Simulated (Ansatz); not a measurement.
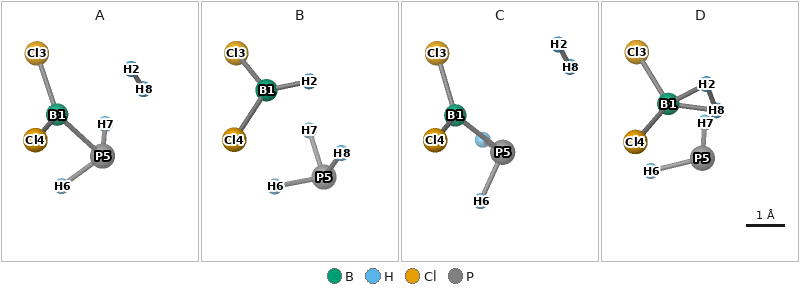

4 geometries from a converged minimum-energy path of BPH4Cl2, made up at the start of BHCl₂ and PH3, shuffled. A ball-and-stick model, seen from a free direction.

Theory: RKS B3LYP-D4/6-31G* (Ansatz). Settings: 7 movable images; climbing image; force threshold 0.05 eV/Å; iteration limit 60; starting path through a guess of the saddle point.

Which frame is the transition state?

D. In order along the path, whose images run from 0 to 8: B (image 0, 0.00 eV), D (image 4, +1.67 eV), A (image 6, +0.31 eV), C (image 8, +0.11 eV). Breaking: B1–H2 (1.18 → 1.30 at the top → 3.53 Å), P5–H8 (1.43 → 1.86 at the top → 3.50 Å). Forming: B1–P5 (3.83 → 2.20 at the top → 1.91 Å), H2–H8 (2.72 → 1.03 at the top → 0.74 Å).

Limits of the set-up: the start holds two separate molecules, 2.7 Å apart at their closest, whose relative position is a soft coordinate.

Cost: 6.6 min on 2 threads of Arm Neoverse V2, on a shared host, peak memory 0.17 GiB.
